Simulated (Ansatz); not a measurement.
**Thickness series in hypothetical CdI2 type BeI2**

The reference is BeI₂ in the CdI2 type structure (space group P-3m1, No. 164; a = 3.792 Å, c = 6.585 Å; a hypothetical phase, not in the database extracts checked).

Free-standing slabs (3 atom(s) a layer) normal to the stacking axis with 15 Å of vacuum; in-plane cell relaxed.

All numbers come from Ansatz (a first-principles code), PBE-D3(BJ), PAW, cutoff 420 eV, scalar-relativistic without spin-orbit coupling.

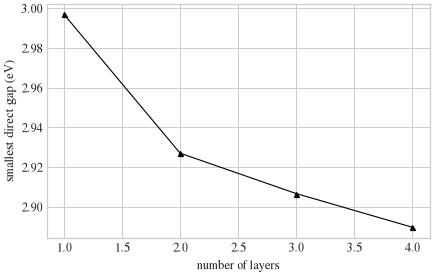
Figure: Smallest direct gap against number of layers

| number of layers | smallest direct gap |
|---|---|
| 1 | 3.00 eV |
| 2 | 2.93 eV |
| 3 | 2.91 eV |
| 4 | 2.89 eV |

With I present, leaving out spin-orbit coupling can change the band edges. Stability against distortions was not tested.
